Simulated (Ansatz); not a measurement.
**AlN, pressure series**

The reference is AlN in the wurtzite structure (space group P6_3mc, No. 186).

```
CELL_PARAMETERS angstrom
      3.12980     0.00000     0.00000
     -1.56490     2.71049     0.00000
      0.00000     0.00000     5.01733
ATOMIC_POSITIONS crystal
  Al 0.66667 0.33333 0.00337
  Al 0.33333 0.66667 0.50337
  N  0.66667 0.33333 0.62183
  N  0.33333 0.66667 0.12183
```

Cell and atoms are relaxed at each pressure.

Calculations: PBE (Ansatz, a first-principles code; PAW; 420 eV plane waves; no spin-orbit coupling), earlier PAW set.

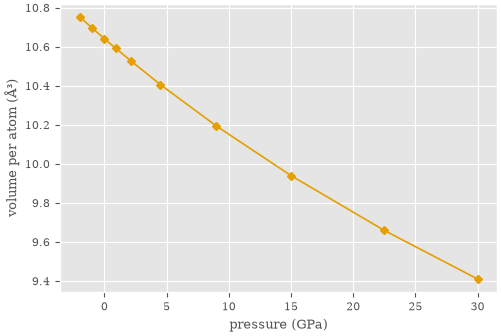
Fig. 1. Volume per atom against pressure

Problem. From the plot, what is the volume per atom for pressure 2.1 GPa?

Solution. About 10.5 Å³.

Problem. Is the trend monotonic over the range shown?

Solution. Yes, it falls throughout, spanning 9.41 Å³ to 10.75 Å³.

Load acts through the strain it causes; cell and atoms are relaxed under it. Whether these cells are dynamically stable was not tested. Measured, AlN leaves this structure (for rock salt) near 14 GPa (temperature not stated; as listed in Datta, Sujoy, Jana, Debnarayan, arXiv (2020)), on rising pressure, with hysteresis.
